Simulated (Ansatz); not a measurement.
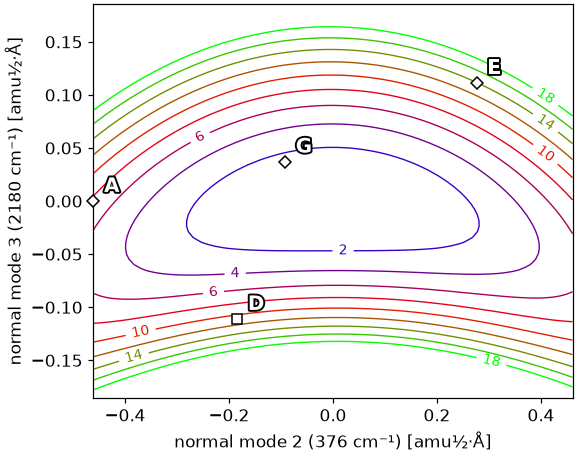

HMgTe, SMILES [Mg][TeH], spin multiplicity 2. 
- Coordinates scanned: (1) normal mode 2 (376 cm⁻¹); (2) normal mode 3 (2180 cm⁻¹).
- Nothing is relaxed (straight displacements along the two mass-weighted modes).
- Grid: 11 × 11 points.
- Energies: kJ/mol, counted from the relaxed molecule at the same level.
- Computed with UKS BHLYP-D4/def2-TZVP in Ansatz.

Drawn: contour lines labelled in kJ/mol (none above 18), lettered points. Between grid points the surface is interpolated.

What kind of point is each of D, E, G: minimum, saddle, maximum or slope?

Answer. D: on a slope; E: on a slope; G: on a slope. (In these two coordinates alone; a stationary point may lie a little off the grid point.)

Rank the lettered points by energy, lowest first.

Answer. G (1.4 kJ/mol), A (7.6 kJ/mol), D (10.8 kJ/mol), E (13.9 kJ/mol).
